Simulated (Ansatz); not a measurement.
System: Al$_{2}$Cu$_{3}$.

The calculation's input:

```
crystal:
  lattice:
    - [4.5289412, -2.264824, 0.0]
    - [4.5289412, 2.264824, 0.0]
    - [-2.3695492, 0.0, 6.3723972]
  atoms:
    - { symbol: Al, position: [0.078488, 0.720691, 0.045483] }
    - { symbol: Al, position: [0.720691, 0.078488, 0.545483] }
    - { symbol: Al, position: [0.279309, 0.921512, 0.454517] }
    - { symbol: Al, position: [0.921512, 0.279309, 0.954517] }
    - { symbol: Cu, position: [0.127697, 0.470945, 0.349351] }
    - { symbol: Cu, position: [0.470945, 0.127697, 0.849351] }
    - { symbol: Cu, position: [0.529055, 0.872303, 0.150649] }
    - { symbol: Cu, position: [0.872303, 0.529055, 0.650649] }
    - { symbol: Cu, position: [0.672154, 0.327846, 0.25] }
    - { symbol: Cu, position: [0.327846, 0.672154, 0.75] }
basis:
  ecutwfc: 420
kpoints:
  mp_grid: { grid: [10, 10, 6] }
  band_path:
    path:
      - [[0.0, 0.0, 0.0], [-0.32116404, 0.32116404, 0.0]]
      - [[-0.67883596, -0.32116404, 0.0], [-0.5, -0.5, 0.0], [0.0, 0.0, 0.0], [-0.5, -0.5, 0.5], [-0.7118807, -0.2881193, 0.5]]
      - [[-0.2881193, 0.2881193, 0.5], [0.0, 0.0, 0.5], [0.0, 0.0, 0.0]]
      - [[-0.5, 0.0, 0.5], [0.0, 0.0, 0.0], [-0.5, 0.0, 0.0]]
    npoints: 14
hamiltonian:
  xc: pbe
scf:
  occupations: { method: gaussian, width: 0.1 }
  n_extra_bands: 25
output:
  forces: true
  stress: true
  eigenvalues: true
  populations: true
  dos: { projected: true, de: 0.02, nscf_kmesh: { grid: [12, 12, 8] } }
  bader: true
  write_density: true
  write_potential: true
  elf: true
  volumetric_format: npy
```

Launched as:

```sh
ansatz run input.yaml --threads 4 --pin off --max-ram 8192MiB --backend cpu --events-out ev --progress --plain --runs-dir out
```

Below, planes, directions and counts refer to the conventional cell (a = 9.06 Å, b = 4.53 Å, c = 6.80 Å, α = 90.00°, β = 110.40°, γ = 90.00°).

Space group C2/c; a structure generated by program, which may or may not match a known phase; computed without spin polarisation.

Theory: DFT PBE, scalar-relativistic, plane waves, PAW (Ansatz 0.2.0).

> Predict the valence pseudo-density and electron localisation function between the atoms.

Al–Cu (2.66 Å): the density is about 0.24 e/Å³ at the midpoint; the ELF is about 0.40 at the midpoint.
Bader's partition of the density gives Al +0.99 and Cu −0.72 to −0.63 e.

> How much charge does the calculation move between the atoms?

Electrons move from Al towards Cu. Bader charges: Al +0.99 and Cu −0.72 to −0.63 e.

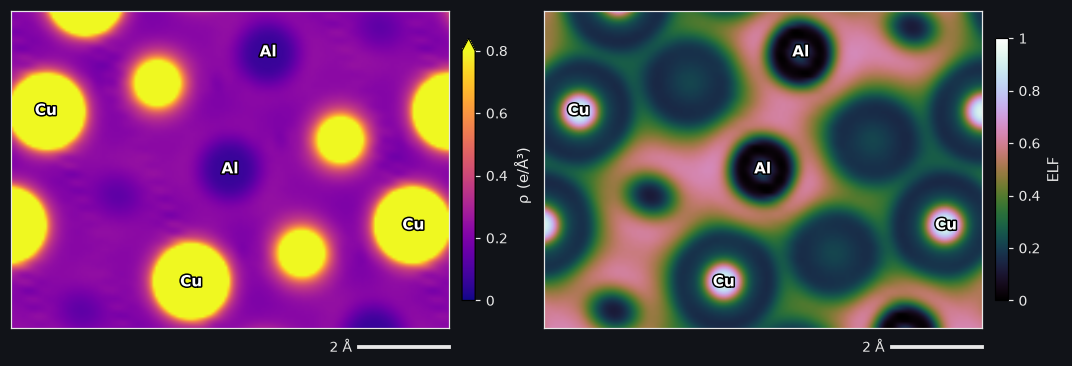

Computed valence pseudo-density and electron localisation function on the (010) plane of the conventional cell, in this order. Atoms just off the plane (Al, 0.6 Å away and Cu, 0.7 Å away) can leave unmarked features too.

Core electrons are frozen (PAW), and the valence fields are smoothed inside the atomic spheres.
